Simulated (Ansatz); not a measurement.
# CH6B2S: rotation by 120° about the B2–C3 bond, part 2 of 2

Wanted: the energy profile along the rotation by 120° about the B2–C3 bond, from relaxed end points and a band of images. SMILES of the start: BBCS.

Ansatz 0.2.0; RKS BLYP-D4/def2-SVP. The steps go on from the part before.

## Step 6: The band

crystal.atoms is end A as relaxed above, and neb.final_atoms is end B, turned to lie on A. With 7 inner images the band has 9 in all. The start path is listed, through a guess of the saddle.

The input, input.yaml:

```yaml
crystal:
  periodic: [false, false, false]
  atoms:
    - { symbol: B, position_ang: [-1.102079, 1.246611, 0.024862] }
    - { symbol: B, position_ang: [0.369006, 0.522759, 0.348705] }
    - { symbol: C, position_ang: [0.575985, -1.030525, 0.53376] }
    - { symbol: S, position_ang: [1.159087, -0.886817, -1.260647] }
    - { symbol: H, position_ang: [-1.672178, 1.263598, -1.052932] }
    - { symbol: H, position_ang: [-1.692301, 1.818625, 0.927068] }
    - { symbol: H, position_ang: [1.339134, 1.215324, 0.609522] }
    - { symbol: H, position_ang: [-0.270899, -1.73484, 0.59699] }
    - { symbol: H, position_ang: [1.438437, -1.396762, 1.118401] }
    - { symbol: H, position_ang: [-0.060892, -1.069174, -1.842729] }
basis:
  gaussian: { orbitals: def2-SVP }
hamiltonian:
  xc: blyp
  dispersion: d4
neb:
  order_check: false
  images: 7
  f_tol: 0.05
  max_iterations: 56
  final_atoms:
    - { symbol: B, position_ang: [-0.90697919, 1.5173058, 0.39225227] }
    - { symbol: B, position_ang: [-0.49330506, 0.03686456, -0.25903756] }
    - { symbol: C, position_ang: [0.40344687, -1.04254514, 0.45985383] }
    - { symbol: S, position_ang: [1.7613839, -0.30558962, -0.62950757] }
    - { symbol: H, position_ang: [-2.01741438, 1.65314163, 0.88197022] }
    - { symbol: H, position_ang: [-0.20213905, 2.50940251, 0.42437745] }
    - { symbol: H, position_ang: [-1.01612677, -0.32130386, -1.30336822] }
    - { symbol: H, position_ang: [0.28989072, -2.11969748, 0.2492913] }
    - { symbol: H, position_ang: [0.72645115, -0.88058721, 1.50373408] }
    - { symbol: H, position_ang: [1.5380918, -1.09819219, -1.71656582] }
  initial_path:
    images:
      - { positions_ang: [[-1.102079, 1.246611, 0.024862], [0.369006, 0.522759, 0.348705], [0.575985, -1.030525, 0.53376], [1.159087, -0.886817, -1.260647], [-1.672178, 1.263598, -1.052932], [-1.692301, 1.818625, 0.927068], [1.339134, 1.215324, 0.609522], [-0.270899, -1.73484, 0.59699], [1.438437, -1.396762, 1.118401], [-0.060892, -1.069174, -1.842729]] }
      - { positions_ang: [[-1.05077718, 1.30749387, 0.14673384], [0.16066281, 0.44887233, 0.16762517], [0.5319441, -0.99969766, 0.47459454], [1.39209228, -0.91746748, -1.08323615], [-1.65924363, 1.53836404, -0.78486653], [-1.42750421, 1.77309238, 1.10697329], [0.81163246, 0.95026122, 0.07448005], [-0.22166726, -1.76044268, 0.51390072], [1.23090876, -1.19668023, 1.19104388], [0.31525186, -1.19499678, -1.80424881]] }
      - { positions_ang: [[-0.99947536, 1.36837674, 0.26860568], [-0.04768037, 0.37498566, -0.01345467], [0.4879032, -0.96887032, 0.41542907], [1.62509757, -0.94811797, -0.90582529], [-1.64630925, 1.81313008, -0.51680106], [-1.16270742, 1.72755976, 1.28687858], [0.28413092, 0.68519844, -0.46056191], [-0.17243552, -1.78604536, 0.43081145], [1.02338052, -0.99659846, 1.26368676], [0.69139571, -1.32081957, -1.76576862]] }
      - { positions_ang: [[-0.94817354, 1.4292596, 0.39047752], [-0.25602356, 0.30109899, -0.1945345], [0.4438623, -0.93804298, 0.35626361], [1.85810285, -0.97876845, -0.72841444], [-1.63337488, 2.08789612, -0.24873558], [-0.89791063, 1.68202715, 1.46678387], [-0.24337062, 0.42013566, -0.99560386], [-0.12320377, -1.81164803, 0.34772217], [0.81585229, -0.7965167, 1.33632965], [1.06753957, -1.44664235, -1.72728842]] }
      - { positions_ang: [[-0.89687172, 1.49014247, 0.51234936], [-0.46436675, 0.22721232, -0.37561434], [0.3998214, -0.90721564, 0.29709815], [2.09110813, -1.00941894, -0.55100359], [-1.62044051, 2.36266215, 0.01932989], [-0.63311384, 1.63649453, 1.64668916], [-0.77087216, 0.15507288, -1.53064582], [-0.07397203, -1.83725071, 0.26463289], [0.60832405, -0.59643493, 1.40897253], [1.44368343, -1.57246514, -1.68880823]] }
      - { positions_ang: [[-0.89939859, 1.49693331, 0.48232509], [-0.47160133, 0.17962538, -0.34647014], [0.40072776, -0.94104802, 0.33778707], [2.00867708, -0.83346161, -0.57062958], [-1.71968398, 2.18528202, 0.23498997], [-0.52537014, 1.85472152, 1.34111123], [-0.83218581, 0.0359787, -1.47382642], [0.01699366, -1.9078624, 0.26079749], [0.63785582, -0.667473, 1.43266292], [1.46728552, -1.4538969, -1.69574763]] }
      - { positions_ang: [[-0.90192545, 1.50372414, 0.45230081], [-0.47883591, 0.13203844, -0.31732595], [0.40163413, -0.97488039, 0.37847599], [1.92624602, -0.65750428, -0.59025558], [-1.81892744, 2.00790189, 0.45065006], [-0.41762644, 2.07294852, 1.03553331], [-0.89349946, -0.08311549, -1.41700702], [0.10795934, -1.97847409, 0.25696209], [0.6673876, -0.73851107, 1.4563533], [1.49088762, -1.33532866, -1.70268702]] }
      - { positions_ang: [[-0.90445232, 1.51051497, 0.42227654], [-0.48607048, 0.0844515, -0.28818176], [0.4025405, -1.00871277, 0.41916491], [1.84381496, -0.48154695, -0.60988157], [-1.91817091, 1.83052176, 0.66631014], [-0.30988275, 2.29117551, 0.72995538], [-0.95481312, -0.20220967, -1.36018762], [0.19892503, -2.04908579, 0.2531267], [0.69691938, -0.80954914, 1.48004369], [1.51448971, -1.21676042, -1.70962642]] }
      - { positions_ang: [[-0.90697919, 1.5173058, 0.39225227], [-0.49330506, 0.03686456, -0.25903756], [0.40344687, -1.04254514, 0.45985383], [1.7613839, -0.30558962, -0.62950757], [-2.01741438, 1.65314163, 0.88197022], [-0.20213905, 2.50940251, 0.42437745], [-1.01612677, -0.32130386, -1.30336822], [0.28989072, -2.11969748, 0.2492913], [0.72645115, -0.88058721, 1.50373408], [1.5380918, -1.09819219, -1.71656582]] }
```

On the command line:

```
ansatz run input.yaml --threads 1 --pin off --max-ram 2048MiB --backend cpu --events-out ev --progress --plain --runs-dir out
```

Log, cut to the lines that bear on the results:

```text
Warning: RAYON_NUM_THREADS=1 ignored (pool sized by the plan → 1); use --threads N
[...]
Functional definition: BLYP
[...]
1019 factors; their error is unknown
[...]
mean field -13314.15406519 eV, -489.2861372379 hartree, gradient 4.9e-5 eV, S^2 0.000000; 0 other end points of the search recorded, 0 dependent functions left out
[...]
reference -13314.15439607 eV, -489.2861493977 hartree; 19, 19 occupied and 71, 71 virtual orbitals, 1019 factors
1019 factors; their error is unknown
[...]
mean field -13314.14909874 eV, -489.2859547243 hartree, gradient 5.7e-5 eV, S^2 0.000000; 0 other end points of the search recorded, 0 dependent functions left out
[...]
reference -13314.14943151 eV, -489.2859669534 hartree; 19, 19 occupied and 71, 71 virtual orbitals, 1019 factors
NEB end point (image 0): max|allowed force component| = 1.207e-2 eV/Å (the criterion of neb.relax_end_points is 1.000e-2)
[...]
Atom 0 at    -1.152956     1.445019     0.552412 Å, force     0.003475     0.002392     0.003948 eV/Å
Atom 1 at    -0.014003     0.509393    -0.194652 Å, force     0.003484    -0.003343    -0.005743 eV/Å
Atom 2 at     0.463921    -0.928241     0.250424 Å, force    -0.005281    -0.000506    -0.006067 eV/Å
Atom 3 at     1.788902    -1.790694    -0.733940 Å, force    -0.001603     0.000702     0.002485 eV/Å
Atom 4 at    -2.331478     1.403532     0.246518 Å, force    -0.000770    -0.000400    -0.001651 eV/Å
Atom 5 at    -0.857255     2.274314     1.394355 Å, force    -0.003404    -0.000862     0.002233 eV/Å
Atom 6 at     0.474940     1.013737    -1.199049 Å, force    -0.000157    -0.000498     0.001478 eV/Å
Atom 7 at    -0.421199    -1.594775     0.367479 Å, force     0.003540     0.001271     0.000615 eV/Å
Atom 8 at     0.875841    -0.850303     1.281596 Å, force     0.001523     0.002337     0.004593 eV/Å
Atom 9 at     1.256587    -1.533183    -1.962144 Å, force    -0.000807    -0.001092    -0.001891 eV/Å
Dipole moment:    -0.224154     0.055494     0.052661 e Å
this run last wrote the band of iteration 21 to <dir>
```

Run time: 12 min. Hardware: 1 thread of Intel Xeon at 2.50GHz (Skylake/Cascade Lake), shared host; peak memory 0.13 GiB.

## Step 7: Images and barrier

The 7 inner images lie between the fixed ends 0 and 8. Energy is taken from image 0, and the path length is the program's own coordinate along the band.

| image | path (Å) | energy (eV) | dihedral B1–B2–C3–S4 (°) | band force (eV/Å) |
| --- | --- | --- | --- | --- |
| 0 | 0.000 | 0.0000 | 100 | - |
| 1 | 0.924 | 0.1213 | 115 | 0.014 |
| 2 | 1.848 | 0.2221 | 136 | 0.006 |
| 3 | 2.772 | 0.2552 | 160 | 0.022 |
| 4* | 3.696 | 0.2775 | -179 | 0.006 |
| 5 | 4.476 | 0.2604 | -160 | 0.018 |
| 6 | 5.255 | 0.2181 | -136 | 0.044 |
| 7 | 6.035 | 0.1019 | -115 | 0.018 |
| 8 | 6.815 | 0.0098 | -99 | - |

The star marks the climbing image.

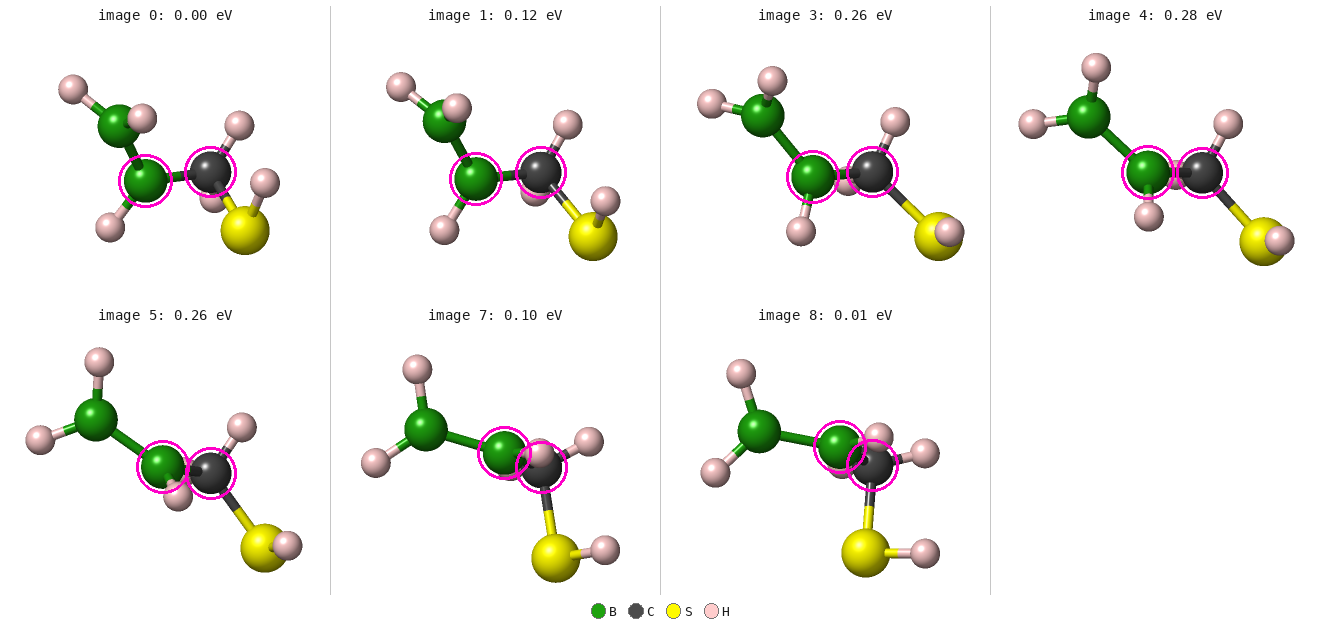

The images of the last band, seen from a free direction. Ringed: B2, C3. Sticks join atoms closer than a bonding distance in each image.

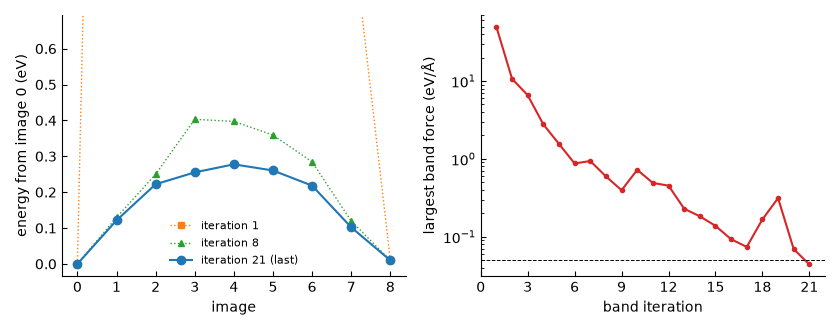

Left: energy of each image for early iterations and the last one (lines only join the points; early values far above the last band run off the scale). Right: the largest band force by iteration, with the threshold dashed.

How the highest energy settled:

```csv
iteration,highest image above image 0 (eV),largest band force (eV/Å)
1,15.7164,49.503
3,2.0090,6.557
5,0.8048,1.554
7,0.5479,0.938
9,0.3553,0.395
11,0.3317,0.490
13,0.2906,0.229
15,0.2784,0.138
17,0.2775,0.074
19,0.2776,0.313
21,0.2775,0.044
```

Positions of all images (Å):

```xyz
10
image=0 dE=0.0000
B    -1.102    1.247    0.025
B     0.369    0.523    0.349
C     0.576   -1.031    0.534
S     1.159   -0.887   -1.261
H    -1.672    1.264   -1.053
H    -1.692    1.819    0.927
H     1.339    1.215    0.610
H    -0.271   -1.735    0.597
H     1.438   -1.397    1.118
H    -0.061   -1.069   -1.843
10
image=1 dE=0.1213
B    -1.187    1.306    0.122
B     0.284    0.560    0.253
C     0.539   -0.989    0.439
S     1.407   -1.321   -1.192
H    -1.878    1.506   -0.857
H    -1.639    1.744    1.172
H     1.274    1.271    0.311
H    -0.325   -1.671    0.545
H     1.295   -1.239    1.207
H     0.313   -1.218   -1.996
10
image=2 dE=0.2221
B    -1.234    1.355    0.295
B     0.213    0.583    0.107
C     0.495   -0.957    0.341
S     1.534   -1.679   -1.035
H    -2.063    1.515   -0.582
H    -1.522    1.840    1.378
H     1.184    1.262   -0.190
H    -0.385   -1.605    0.518
H     1.151   -1.042    1.235
H     0.711   -1.323   -2.063
10
image=3 dE=0.2552
B    -1.209    1.403    0.449
B     0.115    0.565   -0.072
C     0.451   -0.940    0.263
S     1.638   -1.836   -0.863
H    -2.231    1.495   -0.208
H    -1.207    2.015    1.503
H     0.930    1.192   -0.735
H    -0.431   -1.579    0.468
H     0.995   -0.870    1.236
H     1.033   -1.497   -2.037
10
image=4 dE=0.2775
B    -1.153    1.445    0.552
B    -0.014    0.509   -0.195
C     0.464   -0.928    0.250
S     1.789   -1.791   -0.734
H    -2.331    1.404    0.247
H    -0.857    2.274    1.394
H     0.475    1.014   -1.199
H    -0.421   -1.595    0.367
H     0.876   -0.850    1.282
H     1.257   -1.533   -1.962
10
image=5 dE=0.2604
B    -1.090    1.494    0.579
B    -0.148    0.439   -0.273
C     0.479   -0.906    0.273
S     1.931   -1.630   -0.641
H    -2.300    1.361    0.638
H    -0.641    2.475    1.144
H     0.004    0.701   -1.460
H    -0.360   -1.644    0.304
H     0.816   -0.823    1.327
H     1.392   -1.518   -1.889
10
image=6 dE=0.2181
B    -1.015    1.547    0.542
B    -0.303    0.323   -0.306
C     0.450   -0.927    0.317
S     2.042   -1.241   -0.607
H    -2.192    1.427    0.844
H    -0.486    2.583    0.896
H    -0.448    0.311   -1.521
H    -0.196   -1.832    0.292
H     0.770   -0.794    1.369
H     1.460   -1.448   -1.824
10
image=7 dE=0.1019
B    -0.932    1.558    0.459
B    -0.410    0.180   -0.297
C     0.411   -0.984    0.392
S     1.976   -0.759   -0.617
H    -2.076    1.506    0.894
H    -0.354    2.609    0.648
H    -0.783   -0.036   -1.441
H     0.032   -2.018    0.299
H     0.732   -0.808    1.436
H     1.487   -1.299   -1.771
10
image=8 dE=0.0098
B    -0.907    1.517    0.392
B    -0.493    0.037   -0.259
C     0.403   -1.043    0.460
S     1.761   -0.306   -0.630
H    -2.017    1.653    0.882
H    -0.202    2.509    0.424
H    -1.016   -0.321   -1.303
H     0.290   -2.120    0.249
H     0.726   -0.881    1.504
H     1.538   -1.098   -1.717
```

## Step 8: Frequencies at the highest image

The geometry is the highest inner image of the first converged band.

The input, input.yaml:

```yaml
crystal:
  periodic: [false, false, false]
  atoms:
    - { symbol: B, position_ang: [-1.152956, 1.445019, 0.552412] }
    - { symbol: B, position_ang: [-0.014003, 0.509393, -0.194652] }
    - { symbol: C, position_ang: [0.463921, -0.928241, 0.250424] }
    - { symbol: S, position_ang: [1.788902, -1.790694, -0.73394] }
    - { symbol: H, position_ang: [-2.331478, 1.403532, 0.246518] }
    - { symbol: H, position_ang: [-0.857255, 2.274314, 1.394355] }
    - { symbol: H, position_ang: [0.47494, 1.013737, -1.199049] }
    - { symbol: H, position_ang: [-0.421199, -1.594775, 0.367479] }
    - { symbol: H, position_ang: [0.875841, -0.850303, 1.281596] }
    - { symbol: H, position_ang: [1.256587, -1.533183, -1.962144] }
basis:
  gaussian: { orbitals: def2-SVP }
hamiltonian:
  xc: blyp
  dispersion: d4
phonons: {}
```

On the command line:

```
ansatz run input.yaml --threads 1 --pin off --max-ram 2048MiB --backend cpu --events-out ev --progress --plain --runs-dir out
```

Log, cut to the lines that bear on the results:

```text
Warning: RAYON_NUM_THREADS=1 ignored (pool sized by the plan → 1); use --threads N
[...]
Functional definition: BLYP
[...]
1019 factors; their error is unknown
[...]
mean field -13313.92460357 eV, -489.2777046790 hartree, gradient 6.2e-5 eV, S^2 0.000000; 0 other end points of the search recorded, 0 dependent functions left out
[...]
reference -13313.92494202 eV, -489.2777171167 hartree; 19, 19 occupied and 71, 71 virtual orbitals, 1019 factors
[...]
1019 factors; their error is unknown
mean field -13313.92445517 eV, -489.2776992253 hartree, gradient 2.2e-6 eV, S^2 0.000000; 0 other end points of the search recorded, 0 dependent functions left out
[...]
reference -13313.92479362 eV, -489.2777116632 hartree; 19, 19 occupied and 71, 71 virtual orbitals, 1019 factors
[...]
1019 factors; their error is unknown
mean field -13313.92455111 eV, -489.2777027510 hartree, gradient 2.3e-6 eV, S^2 0.000000; 0 other end points of the search recorded, 0 dependent functions left out
[...]
WARN: phonons: modes at or below zero, which the zero-point energy, F, S and C_V leave out: 1, the lowest at -100.80 cm⁻¹. A minimum has none, and a first-order saddle one
[...]
Atom 1 at    -0.014003     0.509393    -0.194652 Å, force     0.003477    -0.003288    -0.005731 eV/Å
Atom 2 at     0.463921    -0.928241     0.250424 Å, force    -0.005290    -0.000452    -0.006043 eV/Å
Atom 3 at     1.788902    -1.790694    -0.733940 Å, force    -0.001495     0.000742     0.002388 eV/Å
Atom 4 at    -2.331478     1.403532     0.246518 Å, force    -0.000788    -0.000471    -0.001713 eV/Å
Atom 5 at    -0.857255     2.274314     1.394355 Å, force    -0.003353    -0.000818     0.002222 eV/Å
Atom 6 at     0.474940     1.013737    -1.199049 Å, force    -0.000106    -0.000625     0.001511 eV/Å
Atom 7 at    -0.421199    -1.594775     0.367479 Å, force     0.003475     0.001232     0.000580 eV/Å
Atom 8 at     0.875841    -0.850303     1.281596 Å, force     0.001526     0.002320     0.004677 eV/Å
Atom 9 at     1.256587    -1.533183    -1.962144 Å, force    -0.000885    -0.001081    -0.001890 eV/Å
Dipole moment:    -0.224146     0.055486     0.052649 e Å
Vibrations: -100.80 148.81 159.32 261.42 286.74 436.61 523.43 594.04 731.32 834.39 904.55 934.92 947.65 1047.57 1106.83 1131.67 1217.41 1329.80 2455.64 2487.71 2550.23 2578.00 2932.73 2975.68 cm⁻¹, zero-point energy 1.771515 eV
```

Run time: 2.8 min. Hardware: 1 thread of Intel Xeon at 2.50GHz (Skylake/Cascade Lake), shared host; peak memory 0.13 GiB.

Of 24 modes, 1 is imaginary by more than 30 cm⁻¹ (101i cm⁻¹).

## Step 9: Summary of results

The summary covers parts 1 to 2.

```
                    quantity                     value
                       end A  27 moves, 1.446 eV lower
                       end B  17 moves, 1.120 eV lower
            barrier forwards                   0.28 eV
           barrier backwards                   0.27 eV
second end relative to first                 +0.010 eV
               highest image     4 of 0 to 8, climbing
             band iterations                        21
  imaginary modes at the top                 101i cm⁻¹
```

The barrier from the first end is 0.28 eV, 11 times kT at 300 K, which at an assumed attempt frequency of 10^13 s⁻¹ means a rate near 10^8 s⁻¹. The two ends lie within 10 meV of each other. The listed dihedral goes from 100° at end A through -179° at the highest image to -99° at end B; the relaxed ends differ by 161° in it rather than the 120° set up, and other torsions can move along the band as well. One imaginary mode, as a first-order saddle point has. Zero-point energy and entropy are left out.
